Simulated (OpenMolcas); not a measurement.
# One shape, several levels: C2H3Al (ethynylalumane)

Aim: a comparison of 6 runs (HF/3-21G, HF/def2-TZVP, B3LYP/6-31G*, M06-2X/def2-TZVP, M06-L/def2-TZVP, MP2/def2-TZVP) of C2H3Al (ethynylalumane). 

The results are computed with OpenMolcas 26.06.

1 further run of the same task is left out (set aside as unsound or not needed).

**1. The molecule**

The species is C2H3Al (6 atoms), meant as a singlet with charge 0. SMILES: `C#[C][AlH2]`. The shape is that of a PBE0-D4/def2-TZVP optimisation.

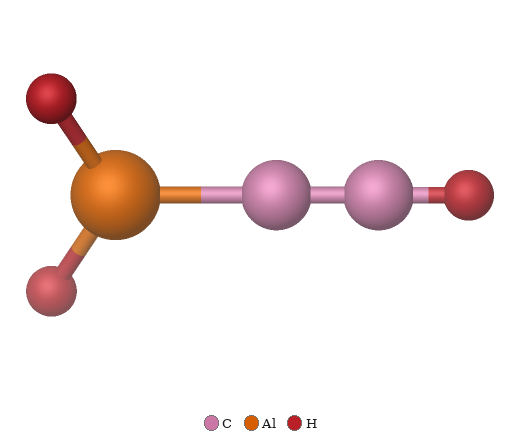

Viewed from a chosen angle; carbon pink, aluminium orange, hydrogen red.

**2. Energy and forces at HF/3-21G (run 1)**

The input, mol.input:

```
* C2H3Al Hartree-Fock
&GATEWAY
BasLib=$CurrDir
Coord
6
angstrom
C       -0.792800      -1.637600      -0.298100
C       -0.266100      -0.564200      -0.106200
Al       0.564800       1.124200       0.195000
H       -1.257000      -2.583100      -0.467400
H        1.356700       1.804700      -0.990500
H        0.436600       1.792000       1.621000
Basis=3-21G
Group=NoSym
&SEWARD
&SCF
Thresholds=1e-10 1e-07 1e-07 1e-05
PrOrbitals=1 2
&ALASKA
```

The basis set 3-21G is read from a file made from the Basis Set Exchange's data (not shown).

The run is started by

```
export MOLCAS_MEM=1860
pymolcas mol.input > mol.log
```

The program printed:

```text
--- Start Module: gateway ---
[...]
--- Stop Module: gateway /rc=_RC_ALL_IS_WELL_ ---
[...]
      Basis functions           37
[...]
--- Start Module: scf ---
[...]
       Convergence after  13 Iterations
[...]
::    Total SCF energy                               -317.5756479616
[...]
      Total spin, S                                     0.0000000000
[...]
      Total electronic charge=   28.000000
      Total            charge=   -0.000000
[...]
      Dipole Moment (debye):
      Origin of the operator (angstrom)=    0.0569    0.0913    0.0106
                   X= -2.5982E-01               Y= -5.3169E-01               Z= -9.5843E-02           Total=  5.9949E-01
      Quadrupole Moment (debye*angstrom):
[...]
--- Stop Module: scf /rc=_RC_ALL_IS_WELL_ ---
[...]
--- Start Module: alaska ---
[...]
 *              Molecular gradients               *
 **************************************************
  Irreducible representation: a
 ------------------------------------------------------------------------------------------
                              X                       Y                       Z
 ------------------------------------------------------------------------------------------
  C1               -4.54414265450698E-03   -9.36203801376045E-03   -1.65465288953381E-03
  C2                1.45255586460333E-02    2.96919039652774E-02    5.30733349702328E-03
  AL3              -2.75980003899123E-03   -5.66549384753401E-03   -1.03712193626748E-03
  H4               -4.99360874080645E-03   -1.01543485958282E-02   -1.83214845395852E-03
  H5               -2.24316733409813E-03   -2.27667135519760E-03    2.80354237053615E-03
  H6                1.51601223711550E-05   -2.23335215294451E-03   -3.58695258779518E-03
 ------------------------------------------------------------------------------------------
--- Stop Module: alaska /rc=_RC_ALL_IS_WELL_ ---
[...]
```

Wall time 3.6 s (1 thread of AMD EPYC 7R43 (Zen 3), shared host); peak memory 0.37 GiB.

**3. Energy and forces at HF/def2-TZVP (run 2)**

The input, job.input:

```
* C2H3Al Hartree-Fock

&GATEWAY
  BasLib=$CurrDir
  BasisSet
  C.def2-TZVP....
  C1 -0.792800 -1.637600 -0.298100 angstrom
  C2 -0.266100 -0.564200 -0.106200 angstrom
  End of Basis
  BasisSet
  Al.def2-TZVP....
  Al3 0.564800 1.124200 0.195000 angstrom
  End of Basis
  BasisSet
  H.def2-TZVP....
  H4 -1.257000 -2.583100 -0.467400 angstrom
  H5 1.356700 1.804700 -0.990500 angstrom
  H6 0.436600 1.792000 1.621000 angstrom
  End of Basis

&SEWARD

&SCF
  Thresholds=1e-10 1e-07 1e-07 1e-05
  PrOrbitals=1

&ALASKA
```

The basis set def2-TZVP is read from a file made from the Basis Set Exchange's data (not shown).

The run is started by

```
export MOLCAS_MEM=1860
pymolcas job.input > job.log
```

The program printed:

```text
--- Start Module: gateway ---
[...]
--- Stop Module: gateway /rc=_RC_ALL_IS_WELL_ ---
[...]
      Basis functions          117
[...]
--- Start Module: scf ---
[...]
       Convergence after  16 Iterations
[...]
::    Total SCF energy                               -319.3726940250
[...]
      Total spin, S                                     0.0000000000
[...]
      Total electronic charge=   28.000000
      Total            charge=   -0.000000
[...]
      Dipole Moment (debye):
      Origin of the operator (angstrom)=    0.0569    0.0913    0.0106
                   X= -2.5726E-01               Y= -5.2537E-01               Z= -9.4561E-02           Total=  5.9257E-01
      Quadrupole Moment (debye*angstrom):
[...]
--- Stop Module: scf /rc=_RC_ALL_IS_WELL_ ---
[...]
--- Start Module: alaska ---
[...]
 *              Molecular gradients               *
 **************************************************
  Irreducible representation: a
 ------------------------------------------------------------------------------------------
                              X                       Y                       Z
 ------------------------------------------------------------------------------------------
  C1               -1.26762690571680E-02   -2.58889644662119E-02   -4.61255963706142E-03
  C2                1.78097966559648E-02    3.63502707018164E-02    6.49961730019366E-03
  AL3              -2.35213448750882E-03   -4.80921692361935E-03   -8.80661456205800E-04
  H4               -3.48244335936454E-03   -7.08556576804575E-03   -1.28074428261760E-03
  H5                1.11590046640453E-03    7.21580870412408E-04   -2.04424595130703E-03
  H6               -4.14850218322521E-04    7.11895585617794E-04    2.31859402699719E-03
 ------------------------------------------------------------------------------------------
--- Stop Module: alaska /rc=_RC_ALL_IS_WELL_ ---
[...]
```

Wall time 37 s (1 thread of AMD EPYC 7R43 (Zen 3), shared host); peak memory 0.72 GiB.

Runs 3 to 5 aren't shown in full; the table further down has their settings and results.

**4. A single-point energy at MP2/def2-TZVP (run 6)**

The input, geom.xyz:

```xyz
6

C     -0.792800    -1.637600    -0.298100
C     -0.266100    -0.564200    -0.106200
Al     0.564800     1.124200     0.195000
H     -1.257000    -2.583100    -0.467400
H      1.356700     1.804700    -0.990500
H      0.436600     1.792000     1.621000
```

The input, test.input:

```
>>> EXPORT MOLCAS_PRINT=2

&GATEWAY
 BASLIB = $CurrDir
 COORD = geom.xyz
 BASIS = def2-TZVP
 GROUP = NoSym

&SEWARD

&SCF
 THRESHOLDS = 1e-10 1e-07 1e-07 1e-05
 PRORBITALS = 1 1

&MBPT2
 FROZEN = 7
```

The basis set def2-TZVP is read from a file made from the Basis Set Exchange's data (not shown).

The run is started by

```
export MOLCAS_MEM=1860
pymolcas test.input > test.log
```

The program printed:

```text
--- Start Module: gateway ---
[...]
--- Stop Module: gateway /rc=_RC_ALL_IS_WELL_ ---
[...]
      Basis functions          117
[...]
--- Start Module: scf ---
[...]
       Convergence after  15 Iterations
[...]
::    Total SCF energy                               -319.3726940250
[...]
      Total spin, S                                     0.0000000000
[...]
      Total electronic charge=   28.000000
      Total            charge=   -0.000000
[...]
      Dipole Moment (debye):
      Origin of the operator (angstrom)=    0.0569    0.0913    0.0106
                   X= -2.5726E-01               Y= -5.2537E-01               Z= -9.4561E-02           Total=  5.9257E-01
      Quadrupole Moment (debye*angstrom):
[...]
--- Stop Module: scf /rc=_RC_ALL_IS_WELL_ ---
[...]
--- Start Module: mbpt2 ---
[...]
WARNING!
Default frozen orbitals as non valence orbitals is overwritten by user input.
Default values:   4
[...]
       Reference weight ( Cref**2 )         =        0.86773
::    Total MBPT2 energy                             -319.7429372754
[...]
      Total MBPT2 calculations                           1.07      1.17
--- Stop Module: mbpt2 /rc=_RC_ALL_IS_WELL_ ---
[...]
```

Wall time 30 s (1 thread of AMD EPYC 7R43 (Zen 3), shared host); peak memory 0.72 GiB.

**5. The series**

| run | level | integration grid | task | energy (Eh) | dipole moment (D) of the reference | HOMO energy (eV) | LUMO energy (eV) | wall time |
| --- | --- | --- | --- | --- | --- | --- | --- | --- |
| 1 | HF/3-21G | – | gradient | -317.575648 | 0.60 | -10.61 | 0.98 | 3.6 s |
| 2 | HF/def2-TZVP | – | gradient | -319.372694 | 0.59 | -10.76 | 0.92 | 37 s |
| 3 | B3LYP/6-31G* (spherical functions) | UltraFine | gradient | -320.369848 | 0.73 | -7.52 | -1.93 | 18 s |
| 4 | M06-2X/def2-TZVP | UltraFine | gradient | -320.346555 | 0.48 | -9.25 | -1.28 | 69 s |
| 5 | M06-L/def2-TZVP | UltraFine | gradient | -320.388436 | 0.51 | -7.00 | -2.11 | 72 s |
| 6 | MP2/def2-TZVP | – | energy | -319.742937 | 0.59 | -10.76 | 0.92 | 30 s |

**6. Results**

| quantity | value |
| --- | --- |
| run 6: total energy | -319.74294 Eh |
| run 6: dipole moment (mean-field density) | 0.59 D |
| run 6: HOMO energy (Hartree–Fock orbitals) | -10.76 eV |
| run 6: LUMO energy (Hartree–Fock orbitals) | 0.92 eV |
| run 6: HOMO–LUMO gap (Hartree–Fock orbitals) | 11.68 eV |
| run 6: correlation energy (7 core orbitals frozen) | -370.2 mEh |

In words: Over runs 1, 2, 3, 4, 5 the dipole moment (its size) runs from 0.48 D (M06-2X/def2-TZVP) to 0.73 D (B3LYP/6-31G*). The two ends differ in method and basis. Over runs 1, 2, 3, 4, 5 the HOMO–LUMO gap runs from 4.88 eV (M06-L/def2-TZVP) to 11.68 eV (HF/def2-TZVP). Exact exchange widens orbital gaps. Totals of different functionals can't be ranked against each other. All runs together took 3.8 min, the longest 72 s.
